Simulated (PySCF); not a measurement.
System: OsO (quintet).

```xyz
2

Os    0.0000    0.0000   -0.1306
O     0.0000    0.0000    1.5674
```

Computed with PBE0/x2c-TZVPPall, spin-free X2C-1e, Gaussian nucleus, at a bond length of 1.698 Å in PySCF 2.14.0.

What will maps of the electron density, electron localisation function and spin density show?

Os–O (1.70 Å): ρ at the midpoint is about 2 e/Å³; the ELF peaks at about 0.80 in the valence shell of O, 0.6 Å from its nucleus, and is about 0.30 at the midpoint.
The unpaired spin (4 electrons) lies mostly on Os1 (about 3.5) and O2 (about 0.5), in electrons by Hirshfeld's partition.

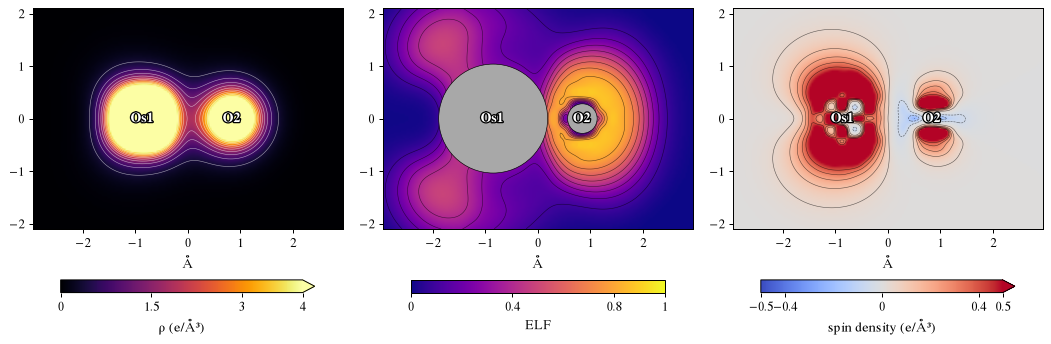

Computed electron density, electron localisation function and spin density on a plane that holds the molecular axis, in this order. Grey discs cover the atomic cores in the ELF map. 
